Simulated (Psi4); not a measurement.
# UTPSS/def2-SVPD (core potential) run of SnH3O2 (SMILES [OH][SnH][OH])

What is the vertical electron affinity of SnH3O2 at UTPSS/def2-SVPD (core potential)? 

Program for the calculation: Psi4 1.11.

1 further run of the same task is left out (set aside as unsound or not needed).

## Step 1: The molecule

SnH3O2: 6 atoms, total charge 0, spin state doublet. As SMILES, `[OH][SnH][OH]`. Geometry: relaxed at PBE0-D4/def2-TZVP. This is one conformer, not always the lowest.

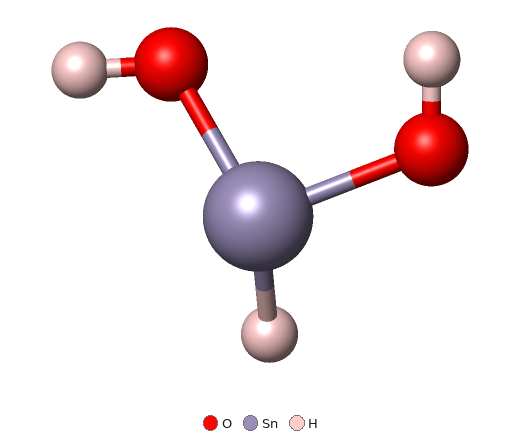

Viewed from a chosen angle; oxygen red, tin purple, hydrogen pink.

## Step 2: Energy and forces at UTPSS/def2-SVPD (core potential)

Input file h3o2sn.inp:

```
memory 2200 mb

molecule geom {
  0 2
  O     -1.248300    -0.684700    -0.233400
  Sn     0.417000     0.302500    -0.639600
  O      1.413900    -0.038300     1.016700
  H     -1.852000    -0.783400    -0.973600
  H      0.128600     2.026100    -0.624300
  H      1.182700    -0.886000     1.408100
  symmetry c1
}

set globals {
  basis def2-SVPD
  reference uks
  puream true
  e_convergence 1e-09
  d_convergence 1e-08
  scf_type pk
  dft_radial_points 99
  dft_spherical_points 590
  maxiter 100
}

E, wfn = gradient('tpss', return_wfn=True)
oeprop(wfn, 'LOWDIN_CHARGES', 'MULLIKEN_CHARGES', 'QUADRUPOLE')
print_variables()
```

On the command line:

```sh
$ psi4 -i h3o2sn.inp -o h3o2sn.out -n 1
```

h3o2sn.out:

```text
[...]
    !!!  WARNING: ECP capability is in beta. Please check occupations closely.  !!!
[...]
  Running in c1 symmetry.
[...]
  Nuclear repulsion =  136.297544318308439
[...]
  Multiplicity = 2
[...]
  Nalpha       = 21
  Nbeta        = 20
[...]
    Number of basis functions: 102
[...]
   @UKS iter   1:  -365.77557970904650   -8.32575e-01   1.16356e-02 DIIS/ADIIS
[...]
   @UKS iter  14:  -366.36909461144006   -3.86535e-12   7.29653e-09 DIIS
[...]
   @S^2 Observed:                7.538058603E-01
[...]
    Orbital Energies [Eh]
    ---------------------
    Alpha Occupied:
       1A    -18.904524     2A    -18.901130     3A     -4.945797
       4A     -3.319063     5A     -3.318204     6A     -3.315870
       7A     -0.986048     8A     -0.973993     9A     -0.961891
      10A     -0.960580    11A     -0.960231    12A     -0.896343
      13A     -0.873580    14A     -0.494988    15A     -0.432073
      16A     -0.381062    17A     -0.323688    18A     -0.304810
      19A     -0.281785    20A     -0.272162    21A     -0.199948
    Alpha Virtual:
      22A     -0.043118    23A     -0.028544    24A     -0.001849
      25A      0.018372    26A      0.047322    27A      0.065268
[...]
  @UKS Final Energy:  -366.36909461144006
   => Energetics <=
    Nuclear Repulsion Energy =            136.2975443183084394
    One-Electron Energy =                -856.8852382819873128
    Two-Electron Energy =                 390.4873987143704426
    DFT Exchange-Correlation Energy =     -36.2687993621315741
    Empirical Dispersion Energy =           0.0000000000000000
    VV10 Nonlocal Energy =                  0.0000000000000000
    Total Energy =                       -366.3690946114400617
[...]
  -Total Gradient:
     Atom            X                  Y                   Z
    ------   -----------------  -----------------  -----------------
       1        0.010005760660     0.008921749811    -0.013363848777
       2       -0.008545747570    -0.010496834943     0.025322645902
       3       -0.013044596122    -0.006804287926    -0.014123353845
       4        0.008763410154     0.001857194517     0.008811233310
       5        0.000712774417    -0.004420715554    -0.000782066917
       6        0.002071192322     0.010960397833    -0.005916939483
[...]
 Multipole Moments:
 ------------------------------------------------------------------------------------
     Multipole            Electronic (a.u.)      Nuclear  (a.u.)        Total (a.u.)
 ------------------------------------------------------------------------------------
 L = 1.  Multiply by 2.5417464519 to convert [e a0] to [Debye]
 Dipole X            :          7.0184597           -7.2405098           -0.2220501
 Dipole Y            :         10.0846463          -10.2161760           -0.1315297
 Dipole Z            :        -17.9381868           17.0770848           -0.8611019
 Magnitude           :                                                    0.8989454
 L = 2.  Multiply by 1.3450342976 to convert [e a0^2] to [Debye ang]
 Quadrupole XX       :       -153.5330572          125.2341746          -28.2988826
 Quadrupole XY       :        -36.5585355           35.8898280           -0.6687075
[...]
  Mulliken Charges: (a.u.)
   Center  Symbol    Alpha    Beta     Spin     Total
       1     O     4.38275  4.30033  0.08242 -0.68308
       2    SN    10.75374 10.13898  0.61476  1.10728
       3     O     4.41160  4.32738  0.08422 -0.73898
       4     H     0.41685  0.42494 -0.00809  0.15820
       5     H     0.63780  0.40426  0.23353 -0.04206
       6     H     0.39725  0.40410 -0.00685  0.19865
   Total alpha = 21.00000, Total beta = 20.00000, Total charge =  0.00000
  Lowdin Charges: (a.u.)
   Center  Symbol    Alpha    Beta     Spin     Total
[...]
```

Wall time 50 s (1 thread of Intel Xeon 6975P-C (Granite Rapids), shared host); peak memory 1.2 GiB.

## Step 3: The singlet anion, same level

Input file calc.py:

```python
import psi4

psi4.set_memory(2200000000)
psi4.set_num_threads(1)
psi4.set_output_file('psi4.out', False)

mol = psi4.geometry("""
-1 1
O     -1.248300    -0.684700    -0.233400
Sn     0.417000     0.302500    -0.639600
O      1.413900    -0.038300     1.016700
H     -1.852000    -0.783400    -0.973600
H      0.128600     2.026100    -0.624300
H      1.182700    -0.886000     1.408100
symmetry c1
no_reorient
no_com
""")

psi4.set_options({
    'basis': 'def2-SVPD',
    'puream': True,
    'e_convergence': 1e-09,
    'd_convergence': 1e-08,
    'scf_type': 'pk',
    'dft_radial_points': 99,
    'dft_spherical_points': 590,
})

result, w = psi4.gradient("TPSS", molecule=mol, return_wfn=True)
psi4.oeprop(w, "MULLIKEN_CHARGES", "MAYER_INDICES", "LOWDIN_CHARGES")
print('gradient / Eh bohr^-1')
print(result.np.round(6))
print(f'energy = {w.energy():.10f} Eh')
```

On the command line:

```sh
$ python calc.py
```

psi4.out, shortened:

```text
[...]
  Running in c1 symmetry.
[...]
  Nuclear repulsion =  136.297544318308439
[...]
  Multiplicity = 1
[...]
  Nalpha       = 21
  Nbeta        = 21
[...]
    Number of basis functions: 102
[...]
   @RKS iter   1:  -365.64975460821444   -7.03541e-01   1.27126e-02 ADIIS/DIIS
[...]
   @RKS iter  14:  -366.42427517231550   -3.97904e-13   2.04903e-09 DIIS
[...]
  @RKS Final Energy:  -366.42427517231550
   => Energetics <=
    Nuclear Repulsion Energy =            136.2975443183084394
    One-Electron Energy =                -866.0635104838795542
    Two-Electron Energy =                 399.8512591584990332
    DFT Exchange-Correlation Energy =     -36.5095681652433797
    Empirical Dispersion Energy =           0.0000000000000000
    VV10 Nonlocal Energy =                  0.0000000000000000
    Total Energy =                       -366.4242751723155038
[...]
 Multipole Moments:
 ------------------------------------------------------------------------------------
     Multipole            Electronic (a.u.)      Nuclear  (a.u.)        Total (a.u.)
 ------------------------------------------------------------------------------------
 L = 1.  Multiply by 2.5417464519 to convert [e a0] to [Debye]
 Dipole X            :        -19.7870825           18.8180817           -0.9690008
 Dipole Y            :         -2.8449664            2.3200168           -0.5249496
 Dipole Z            :         15.6509534          -15.1076045            0.5433489
 Magnitude           :                                                    1.2287240
[...]
  -Total Gradient:
     Atom            X                  Y                   Z
    ------   -----------------  -----------------  -----------------
       1        0.039973530859     0.017433858367    -0.031048366572
       2       -0.035762432643    -0.000029171517     0.085893597762
       3       -0.020468008635    -0.005654310244    -0.046244333582
       4        0.003556293856     0.000357050955     0.008943345467
       5        0.009864734272    -0.020927843312    -0.014497863811
       6        0.002797367351     0.008839416647    -0.003094329160
[...]
  Mulliken Charges: (a.u.)
   Center  Symbol    Alpha    Beta     Spin     Total
       1     O     4.33384  4.33384  0.00000 -0.66769
       2    SN    10.87343 10.87343  0.00000  0.25314
       3     O     4.36641  4.36641  0.00000 -0.73282
[...]
```

The script printed:

```text
gradient / Eh bohr^-1
[[ 3.9974e-02  1.7434e-02 -3.1048e-02]
 [-3.5762e-02 -2.9000e-05  8.5894e-02]
 [-2.0468e-02 -5.6540e-03 -4.6244e-02]
 [ 3.5560e-03  3.5700e-04  8.9430e-03]
 [ 9.8650e-03 -2.0928e-02 -1.4498e-02]
 [ 2.7970e-03  8.8390e-03 -3.0940e-03]]
energy = -366.4242751723 Eh
```

Wall time 34 s (1 thread of Intel Xeon 6975P-C (Granite Rapids), shared host); peak memory 1.2 GiB.

## Step 4: Outcome

Level: UTPSS/def2-SVPD (core potential).

| quantity | value |
| --- | --- |
| doublet SnH3O2: total energy | -366.36909 Eh |
| doublet SnH3O2: dipole moment | 2.28 D |
| doublet SnH3O2: HOMO energy (highest over α and β) | -5.44 eV |
| doublet SnH3O2: LUMO energy (lowest over α and β) | -4.22 eV |
| doublet SnH3O2: ⟨S²⟩ | 0.754 |
| doublet SnH3O2: largest force on an atom | 1.476 eV/Å |
| singlet anion: total energy | -366.42428 Eh |
| singlet anion: HOMO energy | 1.15 eV |
| singlet anion: LUMO energy | 3.73 eV |
| singlet anion: HOMO–LUMO gap (to an unbound level, set by the basis) | 2.58 eV |
| singlet anion: largest force on an atom | 4.784 eV/Å |
| vertical electron affinity (to the singlet anion) | 1.502 eV |

**Reading.** At fixed nuclei the extra electron is bound by 1.50 eV (35 kcal/mol). The largest force (doublet SnH3O2) is 1.48 eV/Å: the shape isn't a stationary point for this species at this level. The HOMO (singlet anion) lies at positive energy, 1.15 eV, as semi-local functionals often give for anions; only total energies tell whether the electron is bound.
